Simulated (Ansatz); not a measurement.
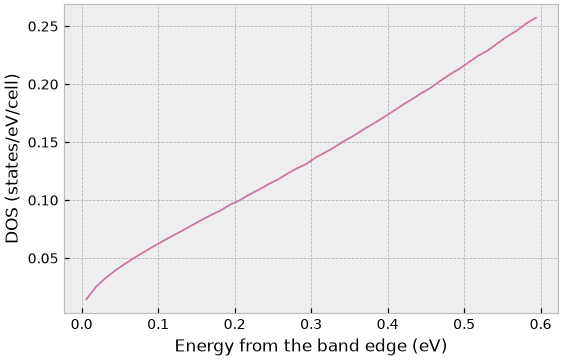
Fig. 1. Density of states of AlP (F-43m) above the conduction band minimum, PBEsol with spin-orbit coupling, rigid bands (Ansatz, a quantum-chemistry and plane-wave program); cell volume 40.9 Å³.

Question: What effective density of states at 300 K does this give (∫ g(E) exp(−E/k_BT) dE, both spins, divided by the cell's size)?

Answer: 1.7e19 cm⁻³, a density-of-states mass of 0.78 mₑ, valleys and band degeneracy included.

Geometry: cell and atoms relaxed with PBEsol.
